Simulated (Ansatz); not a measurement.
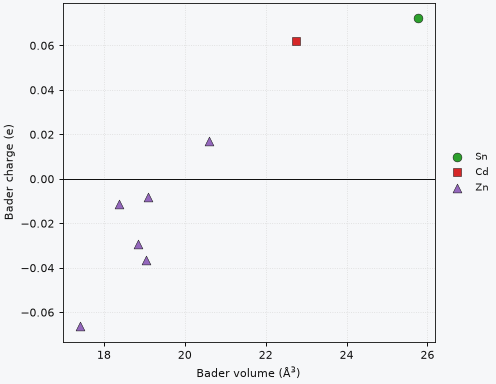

Bader charges of the atoms (positive: electrons lost), against the volumes of their basins.

The material is Zn6CdSn (amorphous cell), 8 atoms in the cell.

Level of theory: DFT with a composed functional (PBE-form (κ = 1.211, μ = 0.2727) exchange, LYP correlation), PAW plane waves, no spin polarisation, 4×4×3 k mesh; code Ansatz.

**Which way does charge flow, and how much?**

The Bader charges are Sn +0.07 e, Cd +0.06 e and Zn from −0.07 to +0.02 e. Almost no charge moves between the elements.

**Which atoms take the most room?**

Sn has the largest basins, 25.8 Å³ on average, and Zn the smallest, 18.9 Å³.

The atoms aren't at rest in this cell (largest force 0.6 eV/Å), so the relaxed material can differ.
